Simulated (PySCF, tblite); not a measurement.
# Al₁₂N₁₃H₁₃: electronic excitations

Aim: compute the electronic excitations of Al₁₂N₁₃H₁₃.

Computed with tblite 0.8.0 and PySCF 2.14.0 and routines of our own; the level stands in each step. Atoms count from 0.

### 1 The system as given

38 atoms, charge 0, multiplicity 1; geometry from: force field, distance geometry or constructed start.

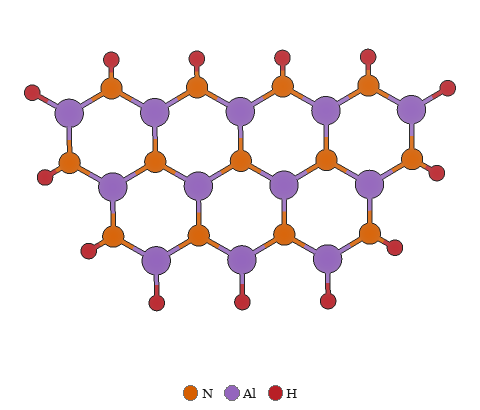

The starting geometry (nitrogen orange, aluminium purple, hydrogen red); sticks join atoms by distance alone.

### 2 Relaxing the molecule with GFN2-xTB

What the job is given:

```
{"job": {"kind": "relax", "xc": "GFN2-xTB", "basis": "xTB"}, "charge": 0, "multiplicity": 1}
N     -1.553900     2.482400    -0.001600
Al    -3.120900     3.386800    -0.006900
N     -4.671300     2.481900     0.001000
Al    -4.677200     0.688600    -0.006200
N     -3.118700    -0.217000     0.003400
Al    -1.562100     0.683700    -0.002600
N      4.676600     2.485900    -0.003300
Al     3.121100     3.386900     0.001500
N      1.561500     2.482100    -0.000400
Al     1.556000     0.683400     0.001600
N      3.115600    -0.217000    -0.002100
Al     4.674000     0.682200    -0.000000
N     -6.238800    -0.215100     0.005000
Al    -6.233200    -2.016400    -0.002700
N     -4.678700    -2.910700     0.000200
Al    -3.119600    -2.015200     0.006300
Al     0.000400     3.386100     0.000900
N     -0.001100    -0.219200    -0.001000
Al    -0.000600    -2.014000     0.002500
N      1.561600    -2.914900     0.002700
Al     3.115400    -2.012000     0.001500
N      6.234500    -0.214300    -0.000200
N      4.679900    -2.911200     0.006600
Al     6.231200    -2.020100    -0.001500
N     -1.558300    -2.913200     0.000900
H     -3.123800     4.923300     0.002500
H     -5.576500     3.006500    -0.000700
H      5.576600     3.004800     0.001200
H      3.118300     4.924600    -0.002000
H     -7.134900     0.304600     0.003400
H     -7.565500    -2.785200    -0.001100
H     -4.678400    -3.954500     0.000200
H     -0.001000     4.924300    -0.001900
H      1.560900    -3.957100     0.003700
H      7.137200     0.306000    -0.003300
H      4.677000    -3.953600    -0.002900
H      7.568300    -2.785700    -0.004100
H     -1.557900    -3.953300    -0.002600
```

Command:

```console
$ OMP_NUM_THREADS=2 python large_run.py task.json out
```

One launch serves the whole session: the jobs run in the order shown.

The log of the run:

```text
step      E/eV     max force
  0   -1585.91352    1.144
  1   -1586.02839    0.418
  2   -1586.04639    0.228
  3   -1586.06055    0.165
  4   -1586.06383    0.107
  5   -1586.06768    0.111
  6   -1586.07021    0.160
  7   -1586.07341    0.137
  8   -1586.07541    0.087
  9   -1586.07665    0.058
 10   -1586.07746    0.064
 11   -1586.07823    0.062
 12   -1586.07887    0.044
 13   -1586.07933    0.041
 14   -1586.07974    0.054
 15   -1586.08025    0.069
 16   -1586.08093    0.060
 17   -1586.08168    0.055
 18   -1586.08231    0.048
 19   -1586.08277    0.047
 20   -1586.08311    0.032
 21   -1586.08344    0.037
 22   -1586.08378    0.033
 23   -1586.08414    0.042
 24   -1586.08447    0.040
 25   -1586.08470    0.024
 26   -1586.08484    0.017
```

Run time: 5.3 s. Hardware: 2 threads of Intel Xeon Platinum 8259CL at 2.50GHz, shared host; peak memory 0.16 GiB.

Step by step:

```tsv
step	energy from step 0 (eV)	largest force (eV/Å)
0	0.0000	1.1437
1	-0.1149	0.4180
2	-0.1329	0.2278
3	-0.1470	0.1657
4	-0.1503	0.1077
5	-0.1542	0.1110
6	-0.1567	0.1600
7	-0.1599	0.1370
8	-0.1619	0.0864
9	-0.1631	0.0575
10	-0.1639	0.0640
11	-0.1647	0.0620
13	-0.1658	0.0404
14	-0.1662	0.0540
15	-0.1667	0.0690
16	-0.1674	0.0601
18	-0.1688	0.0479
19	-0.1692	0.0467
20	-0.1696	0.0317
22	-0.1703	0.0331
23	-0.1706	0.0420
24	-0.1709	0.0400
25	-0.1712	0.0235
26	-0.1713	0.0171
```

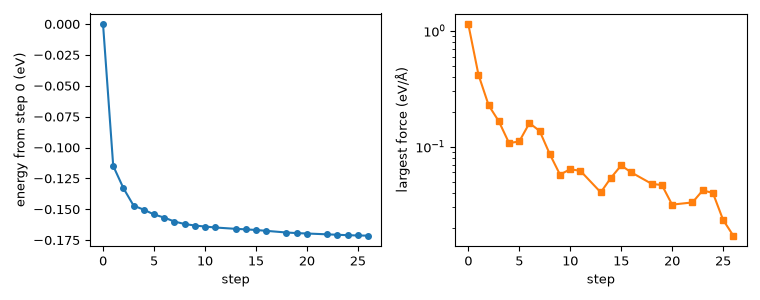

Energy and largest force along the relaxation.

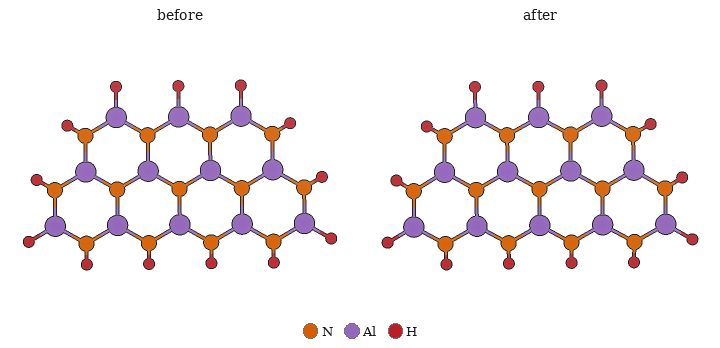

Before and after, at one scale.

Close pairs (by a distance rule), those that changed most:

```tsv
bond	before (Å)	after (Å)	change (Å)
N2–H26	1.046	1.017	-0.029
N19–H33	1.042	1.015	-0.027
N14–H31	1.044	1.017	-0.027
N8–Al9	1.799	1.824	+0.026
N0–Al5	1.799	1.824	+0.026
N22–H35	1.042	1.017	-0.025
N21–H34	1.042	1.017	-0.025
N24–H37	1.040	1.015	-0.025
```

The final coordinates are the input of the step that follows.

### 3 Electronic excitations: TDDFT PBE0/def2-SVP

What the job is given:

```
{"job": {"kind": "uv", "basis": "def2-SVP", "grid": 1, "kgrid": 0, "vcut": 1.5, "nstates": 6, "ntriplets": 2, "tda": false, "delta": ["ip_vertical"], "pop": true, "xc": "PBE0"}, "charge": 0, "multiplicity": 1}
N     -1.587157     2.504630    -0.002539
Al    -3.159024     3.402906     0.000343
N     -4.710378     2.494593    -0.001569
Al    -4.736324     0.685657     0.002305
N     -3.160442    -0.216571     0.000491
Al    -1.581327     0.680278    -0.000195
N      4.709412     2.494248     0.000780
Al     3.158442     3.402911    -0.001013
N      1.586685     2.504516     0.000140
Al     1.581589     0.680108    -0.000163
N      3.160484    -0.216841     0.000622
Al     4.736238     0.685511    -0.000406
N     -6.288582    -0.243628     0.001356
Al    -6.302270    -2.040985     0.001017
N     -4.728031    -2.908238     0.000645
Al    -3.143398    -2.031919     0.000079
Al    -0.000195     3.371690    -0.001485
N      0.000071    -0.210602     0.000535
Al    -0.000485    -2.025831     0.000413
N      1.571151    -2.901382     0.002827
Al     3.142906    -2.032145     0.000758
N      6.288655    -0.243517    -0.001765
N      4.727579    -2.908255    -0.001009
Al     6.301760    -2.040837    -0.001783
N     -1.571975    -2.901684    -0.000312
H     -3.166927     4.933908     0.000282
H     -5.602449     2.982588    -0.002424
H      5.600648     2.983676    -0.000757
H      3.168772     4.933721    -0.001203
H     -7.150705     0.295928     0.002263
H     -7.624847    -2.806999    -0.001939
H     -4.690153    -3.924508     0.000647
H     -0.000040     4.910966    -0.001478
H      1.569068    -3.916743     0.004193
H      7.151117     0.295502    -0.001379
H      4.690342    -3.924538     0.002689
H      7.624145    -2.807075    -0.003740
H     -1.570558    -3.917047     0.000752
```

Method: TDDFT PBE0/def2-SVP, vertical, gas phase, core orbitals frozen in the response, virtual orbitals cut by energy.

The log of the run:

```text
start: PBE on a coarse grid of 39514 points
cycle   1  E = -3624.1562446279  dE =  2.939e+00  |g| = 2.330e+00  |ddm| = 7.594e+00
cycle   2  E = -3618.2432980152  dE =  5.913e+00  |g| = 5.063e+00  |ddm| = 7.401e+00
cycle   3  E = -3625.3478019698  dE = -7.105e+00  |g| = 4.461e-01  |ddm| = 6.099e+00
cycle   4  E = -3625.3825306430  dE = -3.473e-02  |g| = 3.968e-01  |ddm| = 1.026e+00
cycle   5  E = -3625.4192586460  dE = -3.673e-02  |g| = 1.324e-01  |ddm| = 4.228e-01
cycle   6  E = -3625.4243439732  dE = -5.085e-03  |g| = 2.913e-02  |ddm| = 1.695e-01
cycle   7  E = -3625.4244892449  dE = -1.453e-04  |g| = 1.670e-02  |ddm| = 3.674e-02
cycle   8  E = -3625.4245600363  dE = -7.079e-05  |g| = 3.742e-03  |ddm| = 1.601e-02
final grid: 162950 points
cycle   9  E = -3626.3459178810  dE = -1.982e-02  |g| = 2.857e-02  |ddm| = 5.248e-01
cycle  10  E = -3626.3460136727  dE = -9.579e-05  |g| = 2.321e-02  |ddm| = 6.014e-02
cycle  11  E = -3626.3461106630  dE = -9.699e-05  |g| = 1.244e-02  |ddm| = 2.877e-02
cycle  12  E = -3626.3461486209  dE = -3.796e-05  |g| = 2.484e-03  |ddm| = 1.037e-02
cycle  13  E = -3626.3461508732  dE = -2.252e-06  |g| = 1.156e-03  |ddm| = 2.944e-03
cycle  14  E = -3626.3461497497  dE =  1.123e-06  |g| = 2.442e-04  |ddm| = 1.076e-03
cycle  15  E = -3626.3461486727  dE =  1.077e-06  |g| = 8.370e-05  |ddm| = 2.920e-04
converged SCF energy = -3626.3461486727
Vertical ionisation energy (delta-SCF) = 7.7721 eV   <S^2> = 0.761

Static polarisability (au): isotropic 330.547, principal 203.155 354.487 433.999

Singlet excitations
state   eV       nm        f      main configurations
  1   4.8402    256.2   0.00000   H->L 0.80
  2   4.8831    253.9   0.00003   H-1->L 0.75, H-3->L 0.10
  3   5.0608    245.0   0.00000   H-2->L 0.74, H-1->L+1 0.13
  4   5.1137    242.5   0.00081   H-3->L 0.64, H->L+1 0.18
  5   5.1550    240.5   0.00000   H-4->L 0.80
  6   5.2479    236.3   0.00181   H-5->L 0.67, H-2->L+1 0.11

Triplet excitations (Tamm-Dancoff, eV): 4.6844 4.7102
```

It took 3.6 min on 2 threads of Intel Xeon Platinum 8259CL at 2.50GHz, shared host; peak memory 1.7 GiB.

The orbitals next to the gap, with their largest atomic shares:

```tsv
orbital	eV	atoms
HOMO−4	-7.08	N0 15 %, N8 15 %, N14 14 %
HOMO−3	-7.07	N4 17 %, N10 17 %, N21 16 %
HOMO−2	-6.94	N6 19 %, N2 19 %, N19 12 %
HOMO−1	-6.78	N14 13 %, N22 13 %, N17 10 %
HOMO	-6.71	N19 16 %, N24 16 %, N21 11 %
LUMO	-0.94	Al5 12 %, Al9 12 %, Al18 10 %
LUMO+1	-0.35	Al3 12 %, Al11 12 %, Al20 9 %
LUMO+2	0.18	Al16 14 %, Al18 11 %, Al15 9 %
LUMO+3	0.26	Al1 24 %, Al7 24 %, Al16 19 %
```

Ground-state properties from the same run:

```tsv
property	computed
dipole moment (D)	2.76
polarisability (Å³)	48.98
HOMO–LUMO gap (eV)	5.78
−ε(HOMO) (eV)	6.72
```

### 4 What came out

```
                                quantity                        value
          lowest singlet (PBE0/def2-SVP)  4.84 eV (256 nm), f = 0.000
brightest single state of those computed  state 6, 5.25 eV, f = 0.002
                          lowest triplet                      4.68 eV
```

**Reading.** The first singlet state (HOMO→LUMO 0.80) lies at 4.84 eV and is dark; of the 6 states computed, the strongest absorption comes from state 6 at 5.25 eV (the last computed, so partners may be missing). The lowest triplet lies 0.16 eV below the lowest singlet (triplets in Tamm-Dancoff, singlets in full TDDFT).
